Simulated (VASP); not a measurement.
Band structure of RbCl (rock salt). Calculation: vdW-DF-cx, VASP's PBE PAW potentials (set 64) (plane waves; VASP).

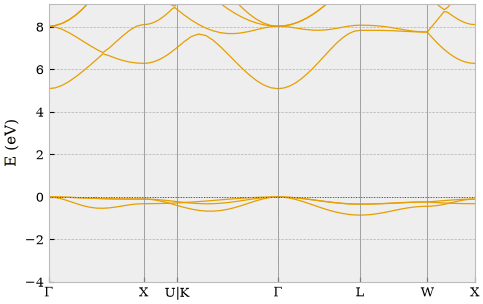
Bands along high-symmetry lines, zero at the valence-band maximum or, without a gap, the Fermi level

Problem. Read the plot: is there a gap, and where are the band edges?

Solution. The gap is direct, 5.09 eV, from the valence maximum at Γ to the conduction minimum at Γ. (Edges off the drawn lines would not show.)

Measured: gap 8.50 eV (computed value off by -3.41 eV), as given by Aguado et al., (1998), arXiv:cond-mat/9809176.

The compound is RbCl in the rock salt structure. It was relaxed first.
